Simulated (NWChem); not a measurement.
## Energy and gradient calculation, with input and output: SiF$_{5}$ (charge −1) (part 1 of 4)

- system: SiF$_{5}$, charge −1, SMILES F[Si-](F)(F)(F)F
- method: SVWN5/6-31G, RKS (NWChem 7.3.0)

The geometry comes from this level: PBE0-D4/def2-TZVPD.

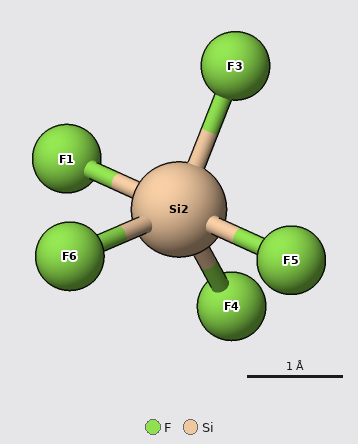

Fig. 1: The structure (ball-and-stick view, seen at a tilt; atoms are numbered from 1 in the order of the input). Bond lengths as drawn: F–Si 1.63 to 1.67 Å.

### Input file
```
start mymol
title "F5Si"
memory 2200 mb
charge -1
geometry units atomic noautosym nocenter noautoz
   F   -1.35474466  -2.09003709   1.93413469
   Si   0.00000000   0.00000000   0.00000000
   F   -2.77166131   1.10265519  -0.74908744
   F    1.23115657  -2.30244231  -1.62554241
   F    1.35398877   2.08965915  -1.93507955
   F    1.54107165   1.20016506   2.37538574
end
basis spherical bse
   * library 6-31G
end
dft
   xc slater vwn_5
   mult 1
   grid xfine
   convergence energy 1e-08
   maxiter 100
   mulliken
   print medium
end
task dft gradient
```

Run on 1 thread of Intel Xeon @ 2.90GHz (Ice Lake), 192 GiB of memory available, shared host.

Command:
```bash
nwchem mymol.nw > mymol.out
```

### Log
```
Northwest Computational Chemistry Package (NWChem) 7.3.0
             --------------------------------------------------------

           Job information
           ---------------

    nwchem branch   = 7.3.0
    use scalapack   = T
    input           = mymol.nw
    prefix          = mymol.
    data base       = ./mymol.db
    status          = startup
    nproc           =        1

           Memory information
           ------------------

    heap     =     72089596 doubles =      550.0 Mbytes
    stack    =     72089601 doubles =      550.0 Mbytes
    global   =    144179200 doubles =     1100.0 Mbytes (distinct from heap & stack)
    total    =    288358397 doubles =     2200.0 Mbytes
    verify   = yes
    hardfail = no

           Directory information
           ---------------------

  0 permanent = .
  0 scratch   = .

                                NWChem Input Module
                                -------------------

                                       F5Si
                                       ----

                             Geometry "geometry" -> ""
                             -------------------------

 Output coordinates in a.u. (scale by  1.000000000 to convert to a.u.)

  No.       Tag          Charge          X              Y              Z
 ---- ---------------- ---------- -------------- -------------- --------------
    1 F                    9.0000    -1.35474466    -2.09003709     1.93413469
    2 Si                  14.0000     0.00000000     0.00000000     0.00000000
    3 F                    9.0000    -2.77166131     1.10265519    -0.74908744
    4 F                    9.0000     1.23115657    -2.30244231    -1.62554241
    5 F                    9.0000     1.35398877     2.08965915    -1.93507955
    6 F                    9.0000     1.54107165     1.20016506     2.37538574

      Atomic Mass
      -----------

      F                 18.998400
      Si                27.976930

 Effective nuclear repulsion energy (a.u.)     371.6097669162

            Nuclear Dipole moment (a.u.)
            ----------------------------
        X                 Y               Z
 ---------------- ---------------- ----------------
    -0.0017008200     0.0000000000    -0.0017007300

            XYZ format geometry
            -------------------
     6
 geometry
 F                    -0.71690005    -1.10600008     1.02350007
 Si                    0.00000000     0.00000000     0.00000000
 F                    -1.46670011     0.58350004    -0.39640003
 F                     0.65150005    -1.21840009    -0.86020006
 F                     0.71650005     1.10580008    -1.02400007
 F                     0.81550006     0.63510004     1.25700009

 ==============================================================================
                                internuclear distances
 ------------------------------------------------------------------------------
       center one      |      center two      | atomic units |       a.u.
 ------------------------------------------------------------------------------
    2 Si               |   1 F                |     3.15348  |     3.15348
    3 F                |   2 Si               |     3.07556  |     3.07556
    4 F                |   2 Si               |     3.07561  |     3.07561
    5 F                |   2 Si               |     3.15349  |     3.15349
    6 F                |   2 Si               |     3.07535  |     3.07535
 ------------------------------------------------------------------------------
                         number of included internuclear distances:          5
 ==============================================================================

 ==============================================================================
                                 internuclear angles
 ------------------------------------------------------------------------------
        center 1       |       center 2       |       center 3       |  degrees
 ------------------------------------------------------------------------------
    1 F                |   2 Si               |   3 F                |    89.99
    1 F                |   2 Si               |   4 F                |    90.00
    1 F                |   2 Si               |   5 F                |   179.98
    1 F                |   2 Si               |   6 F                |    90.01
    3 F                |   2 Si               |   4 F                |   120.03
    3 F                |   2 Si               |   5 F                |    89.99
    3 F                |   2 Si               |   6 F                |   119.99
    4 F                |   2 Si               |   5 F                |    89.99
    4 F                |   2 Si               |   6 F                |   119.99
    5 F                |   2 Si               |   6 F                |    90.01
 ------------------------------------------------------------------------------
                            number of included internuclear angles:         10
 ==============================================================================

 Summary of "ao basis" -> "" (spherical)
 ------------------------------------------------------------------------------
       Tag                 Description            Shells   Functions and Types
 ---------------- ------------------------------  ------  ---------------------
 *                           6-31G                    on all atoms

                                 NWChem DFT Module
                                 -----------------

                                       F5Si

                      Basis "ao basis" -> "ao basis" (spherical)
                      -----
  [basis functions not shown]

 Summary of "ao basis" -> "ao basis" (spherical)
 ------------------------------------------------------------------------------
       Tag                 Description            Shells   Functions and Types
 ---------------- ------------------------------  ------  ---------------------
 F                           6-31G                   5        9   3s2p
 Si                          6-31G                   7       13   4s3p

 Summary of "ao basis" -> "ao basis" (spherical)
 ------------------------------------------------------------------------------
       Tag                 Description            Shells   Functions and Types
 ---------------- ------------------------------  ------  ---------------------
 F                           6-31G                   5        9   3s2p
 Si                          6-31G                   7       13   4s3p

  Caching 1-el integrals
  itol2e modified to match energy
  convergence criterion.
  tol_rho modified to match energy
  convergence criterion.

            General Information
            -------------------
          SCF calculation type: DFT
          Wavefunction type:  closed shell.
          No. of atoms     :     6
          No. of electrons :    60
           Alpha electrons :    30
            Beta electrons :    30
          Charge           :    -1
          Spin multiplicity:     1
          Use of symmetry is: off; symmetry adaption is: off
          Maximum number of iterations: 100
          AO basis - number of functions:    58
                     number of shells:    32
          Convergence on energy requested:  1.00D-08
          Convergence on density requested:  1.00D-05
          Convergence on gradient requested:  5.00D-04

              XC Information
              --------------
                        Slater Exchange Functional  1.000 local
                      VWN V Correlation Functional  1.000 local

             Grid Information
             ----------------
          Grid used for XC integration:  xfine
          Radial quadrature: Mura-Knowles
          Angular quadrature: Lebedev.
          Tag              B.-S. Rad. Rad. Pts. Rad. Cut. Ang. Pts.
          ---              ---------- --------- --------- ---------
          F                   0.50      100           8.0      1454
          Si                  1.10      125           7.0      1454
          Grid pruning is: on
          Number of quadrature shells:   625
          Spatial weights used:  Erf1

          Convergence Information
          -----------------------
          Convergence aids based upon iterative change in
          total energy or number of iterations.
          Levelshifting, if invoked, occurs when the
          HOMO/LUMO gap drops below (HL_TOL):  1.00D-02
          DIIS, if invoked, will attempt to extrapolate
          using up to (NFOCK): 10 stored Fock matrices.

                    Damping( 0%)  Levelshifting(0.5)       DIIS
                  --------------- ------------------- ---------------
          dE  on:    start            ASAP                start
          dE off:    2 iters        100 iters           100 iters

      Screening Tolerance Information
      -------------------------------
          Density screening/tol_rho:  1.00D-11
          AO Gaussian exp screening on grid/accAOfunc:  18
          CD Gaussian exp screening on grid/accCDfunc:  20
          XC Gaussian exp screening on grid/accXCfunc:  20
          Schwarz screening/accCoul:  1.00D-09

      Superposition of Atomic Density Guess
      -------------------------------------

 Sum of atomic energies:        -785.67896764

 Renormalizing density from      59.00 to     60

      Non-variational initial energy
      ------------------------------

 Total energy =    -794.206003
 1-e energy   =   -1868.646006
 2-e energy   =     702.830236
 HOMO         =      -0.272264
 LUMO         =       0.377178

   Time after variat. SCF:      0.3

     ---------------------------------------------
      Total Density - Mulliken Population Analysis
     ---------------------------------------------

    Atom       Charge   Shell Charges
 -----------   ------   -------------------------------------------------------
    1 F    9     9.73   2.00  0.92  3.37  1.04  2.41
    2 Si  14    11.47   2.00  2.00  5.95  0.53  0.73  0.04  0.23
    3 F    9     9.69   2.00  0.91  3.35  1.04  2.40
    4 F    9     9.69   2.00  0.91  3.35  1.04  2.40
    5 F    9     9.73   2.00  0.92  3.37  1.04  2.41
    6 F    9     9.69   2.00  0.91  3.35  1.04  2.40
   Time prior to 1st pass:      0.3

 Grid_pts file          = ./mymol.gridpts.0
 Record size in doubles =  12289        No. of grid_pts per rec  =   3070
 Max. records in memory =    327        Max. recs in file   = *********

 Grid integrated density:      60.000000798184
 Requested integration accuracy:   0.10E-07

           Memory utilization after 1st SCF pass:
           Heap Space remaining (MW):       34.51            34513620
          Stack Space remaining (MW):       72.09            72089108

   convergence    iter        energy       DeltaE   RMS-Dens  Diis-err    time
 ---------------- ----- ----------------- --------- --------- ---------  ------
 d= 0,ls=0.0,diis     1   -784.3850943288 -1.16D+03  4.10D-02  1.37D+00     1.2
 d= 0,ls=0.0,diis     2   -784.4115483777 -2.65D-02  1.96D-02  1.36D+00     1.9
 d= 0,ls=0.0,diis     3   -784.5398124319 -1.28D-01  3.27D-03  1.98D-01     2.6
 d= 0,ls=0.0,diis     4   -784.5536552704 -1.38D-02  1.44D-03  6.06D-03     3.3
 d= 0,ls=0.0,diis     5   -784.5540686256 -4.13D-04  4.93D-04  3.56D-03     4.1
  Resetting Diis
 d= 0,ls=0.0,diis     6   -784.5543520835 -2.83D-04  2.03D-05  4.35D-06     4.8
 d= 0,ls=0.0,diis     7   -784.5543524362 -3.53D-07  4.16D-06  2.51D-08     5.5
 d= 0,ls=0.0,diis     8   -784.5543524321  4.15D-09  2.36D-06  7.90D-08     6.2

         Total DFT energy =     -784.554352432077
      One electron energy =    -1851.848375581799
           Coulomb energy =      765.160978982662
    Exchange-Corr. energy =      -69.476722749100
 Nuclear repulsion energy =      371.609766916159

 Numeric. integr. density =       60.000000003272

     Total iterative time =      5.8s

                       DFT Final Molecular Orbital Analysis
                       ------------------------------------

 Vector    1  Occ=2.000000D+00  E=-6.507056D+01
              MO Center=  1.5D-09,  1.4D-09,  2.5D-09, r^2= 4.7D-03
   Bfn.  Coefficient  Atom+Function         Bfn.  Coefficient  Atom+Function
  ----- ------------  ---------------      ----- ------------  ---------------
    10      0.996560  2 Si s

 Vector    2  Occ=2.000000D+00  E=-2.388427D+01
              MO Center=  4.6D-01,  3.3D-01,  6.7D-01, r^2= 1.9D+00
   Bfn.  Coefficient  Atom+Function         Bfn.  Coefficient  Atom+Function
  ----- ------------  ---------------      ----- ------------  ---------------
    50      0.826860  6 F  s                 32      0.400324  4 F  s
    23      0.379855  3 F  s                 51      0.026342  6 F  s

 Vector    3  Occ=2.000000D+00  E=-2.388419D+01
              MO Center=  1.2D-01, -1.5D-01, -8.2D-02, r^2= 2.6D+00
   Bfn.  Coefficient  Atom+Function         Bfn.  Coefficient  Atom+Function
  ----- ------------  ---------------      ----- ------------  ---------------
    32      0.641567  4 F  s                 50     -0.550751  6 F  s
    23      0.522761  3 F  s

 Vector    4  Occ=2.000000D+00  E=-2.388417D+01
              MO Center= -5.7D-01, -1.8D-01, -5.9D-01, r^2= 2.0D+00
   Bfn.  Coefficient  Atom+Function         Bfn.  Coefficient  Atom+Function
  ----- ------------  ---------------      ----- ------------  ---------------
    23      0.755416  3 F  s                 32     -0.645256  4 F  s
    50     -0.034632  6 F  s

 Vector    5  Occ=2.000000D+00  E=-2.384797D+01
              MO Center= -1.8D-02, -2.7D-02,  2.5D-02, r^2= 2.8D+00
   Bfn.  Coefficient  Atom+Function         Bfn.  Coefficient  Atom+Function
  ----- ------------  ---------------      ----- ------------  ---------------
     1      0.711569  1 F  s                 41     -0.694230  5 F  s

 Vector    6  Occ=2.000000D+00  E=-2.384787D+01
              MO Center=  1.7D-02,  2.7D-02, -2.5D-02, r^2= 2.8D+00
   Bfn.  Coefficient  Atom+Function         Bfn.  Coefficient  Atom+Function
  ----- ------------  ---------------      ----- ------------  ---------------
    41      0.711535  5 F  s                  1      0.694195  1 F  s

 Vector    7  Occ=2.000000D+00  E=-4.974103D+00
              MO Center=  4.0D-07,  2.8D-07,  6.5D-07, r^2= 1.1D-01
   Bfn.  Coefficient  Atom+Function         Bfn.  Coefficient  Atom+Function
  ----- ------------  ---------------      ----- ------------  ---------------
    11      1.024042  2 Si s                 10     -0.269429  2 Si s
    15      0.050975  2 Si s
```
